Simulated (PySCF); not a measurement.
**Run report: RuH$_{2}$O$_{3}$, frequency calculation**

- system: RuH$_{2}$O$_{3}$
- method: RKS-based PBE0, Ru def2-TZVP with ECP28, O def2-TZVP, H def2-TZVP; non-relativistic Hamiltonian with a scalar-relativistic core potential; density fitting (PySCF 2.14.0)

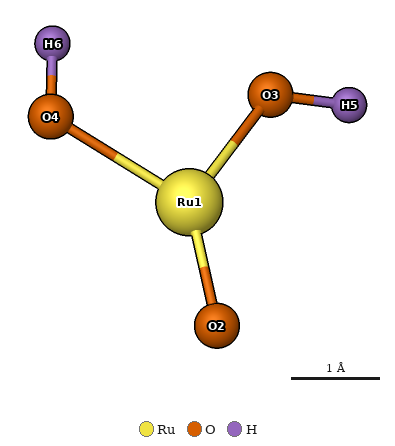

The structure as given in the input (ball-and-stick view, seen at an oblique angle; atoms are numbered from 1 in the order of the input). Sticks mark near contacts.

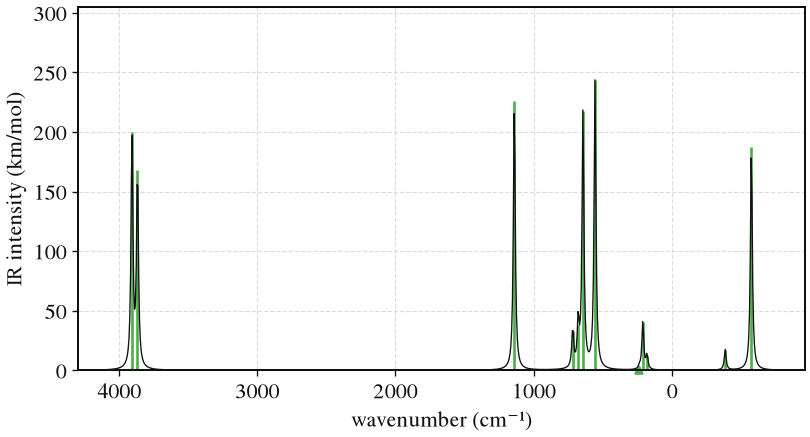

Harmonic infrared spectrum, unscaled: sticks (degenerate modes added up, dark ones marked on the axis) with a Lorentzian envelope of 16 cm⁻¹ full width, scaled to the tallest stick; imaginary modes are drawn at negative wavenumbers. 12 modes from 576i to 3905 cm⁻¹, 2 imaginary beyond 8i (576i, 386i cm⁻¹): not a minimum. The strongest line is at 555 cm⁻¹ (244 km/mol). All modes, in cm⁻¹ (km/mol): 576i (187), 386i (17.4), 179 (11.9), 210 (40), 234 (2.4), 555 (244), 643 (218), 677 (38), 717 (33), 1139 (226), 3865 (168), 3905 (200).

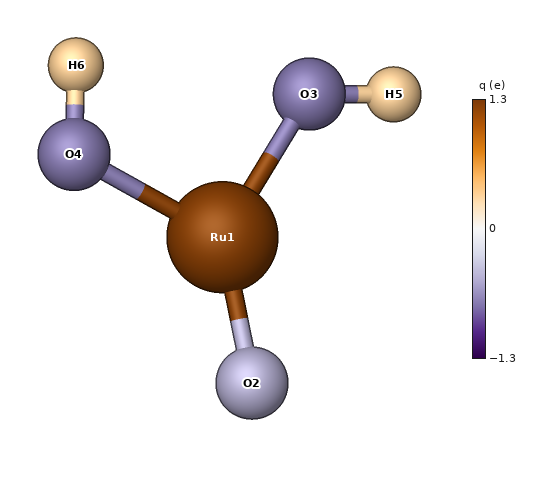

Mulliken charges, as the colour of each atom (ball-and-stick view, seen at a tilt; atoms are numbered from 1 in the order of the input). By element: Ru +1.23, O −0.73 to −0.47 and H +0.34 to +0.35 e.

The input and output of the run follow.

## Input
```python
from pyscf import gto, scf, dft
mol = gto.M(atom='''
Ru     0.117175     0.009083     0.000000
O      1.709521    -0.039697     0.000000
O     -1.193059     1.354804     0.000000
O     -1.072661    -1.437673     0.000000
H     -1.006505     2.296201     0.000000
H     -2.001772    -1.185830     0.000000''',
    basis={'Ru': 'def2-TZVP', 'O': 'def2-TZVP', 'H': 'def2-TZVP'},
    ecp={'Ru': 'def2-TZVP'},
    charge=0, spin=0)
mf = dft.RKS(mol, xc='PBE0')
mf.grids.atom_grid = (75, 302)
aux = {'Ru': 'def2-universal-JKFIT', 'O': 'def2-universal-JKFIT', 'H': 'def2-universal-JKFIT'}
mf = mf.density_fit(auxbasis=aux)
mf.conv_tol = 1e-09
mf.diis_space = 10
mf.max_cycle = 60
mf.verbose = 4
mf.kernel()
```

The script is an equivalent of the set-up of the self-consistent field. The run itself was carried out by a driver, which started from the orbitals of the step before it where there was one and computed the further properties.

Run as:
```bash
OMP_NUM_THREADS=4 python axn.py task.json out
```

## The program's output
```
init E= -321.599426284343
  HOMO = -0.246106955315859  LUMO = -0.123709478189745  gap/eV = 3.33060
cycle= 1 E= -321.599426284106  delta_E= 2.37e-10  |g|= 3.97e-05  |ddm|= 3.42e-05
  HOMO = -0.24610709171073  LUMO = -0.123706647902968  gap/eV = 3.33069
cycle= 2 E= -321.599426282363  delta_E= 1.74e-09  |g|= 0.000103  |ddm|= 7.62e-05
  HOMO = -0.246106515911816  LUMO = -0.123708644878559  gap/eV = 3.33062
cycle= 3 E= -321.59942628438  delta_E= -2.02e-09  |g|= 1.44e-05  |ddm|= 5.69e-05
  HOMO = -0.246107009499129  LUMO = -0.12370881309217  gap/eV = 3.33062
cycle= 4 E= -321.599426284416  delta_E= -3.6e-11  |g|= 1.07e-06  |ddm|= 6.32e-06
  HOMO = -0.246106836370059  LUMO = -0.123708592020778  gap/eV = 3.33063
Extra cycle  E= -321.599426284417  delta_E= -1.59e-12  |g|= 1.71e-06  |ddm|= 4.13e-06
converged SCF energy = -321.599426284417
```

## Summary

- outcome: converged
- total energy: −321.599426 hartree
- HOMO: −6.70 eV
- LUMO: −3.37 eV
- zero-point energy: 0.027620 hartree
- dipole moment: 2.21 D
- wavenumbers, lowest and highest: 576i and 3905 cm⁻¹
- hardware: 4 threads of Arm Neoverse V2, 24 GiB of memory available, shared host
- wall time: 2 min (CPU time 6.4 min)
- peak memory: 1.8 GiB
